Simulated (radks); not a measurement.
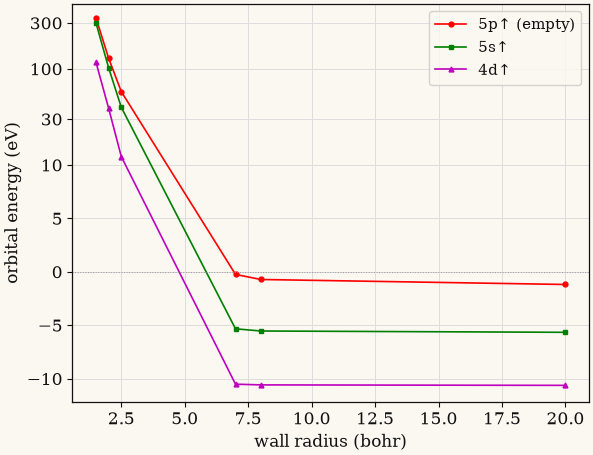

Atomic cadmium (Cd); electrons: [Kr] 4d10 5s2. It is put inside a hard spherical wall of varying radius. The calculation used the in-house radial solver radks at this level: scalar-relativistic Kohn-Sham, PBE, spin-polarised, spherical densities, finite nucleus. The plot shows the outer orbital energies (spin up), on a scale that is linear within ±10 eV and logarithmic beyond.

Describe the level shifts under confinement.

Answer. The levels rise as the wall closes in: 5s↑ goes from −5.66 eV at 20 bohr to 301.4 eV at 1.5 bohr and passes zero between 7 and 2.5 bohr. No two of the levels drawn cross. The fastest to rise is 5p↑ (by 340.8 eV), the slowest 4d↑ (by 129.6 eV): the wall presses hardest on the most extended orbitals.
